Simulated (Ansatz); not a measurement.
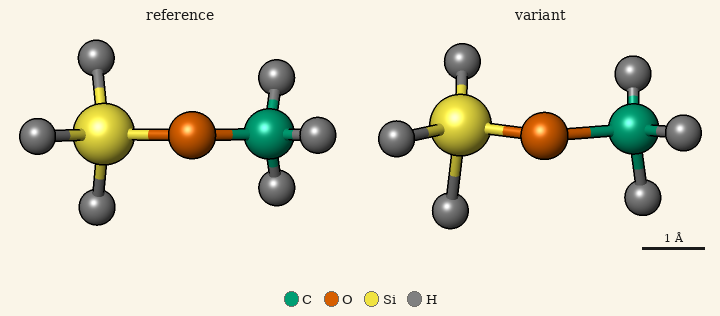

Left: CH$_{6}$OSi. Right: the same structure after one change, at the same scale. The picture is a ball-and-stick view, seen face on.

Method: RKS r2SCAN-D4/def2-TZVPP (Ansatz). 

### What distinguishes the right structure from the left one?

All atoms are moved at random (σ = 0.09 Å) from the PBE0-D4/def2-TZVP minimum.

### And its effect?

It costs 2.496 eV. The largest force is 11 eV/Å, on the C atom. The forces point partly back along the displacements (cosine −0.62). At other levels of theory the same distortion costs 2.389 eV (RKS PBE-D4/def2-TZVPP), 2.579 eV (RKS PBE0-D4/def2-TZVPP), 2.581 eV (RKS wB97M-V/def2-TZVPP), 2.561 eV (RHF-CCSD(T), frozen core/def2-TZVPP). Some distances before and after: H–Si 1.487 → 1.377 to 1.697 Å, C–H 1.095 → 0.971 to 1.291 Å, C–O 1.408 → 1.604 Å, O–Si 1.642 → 1.545 Å. Bond angles that change, for instance: H–C–H 108.5° → 125.9°, H–Si–H 110.3° → 127.3°.
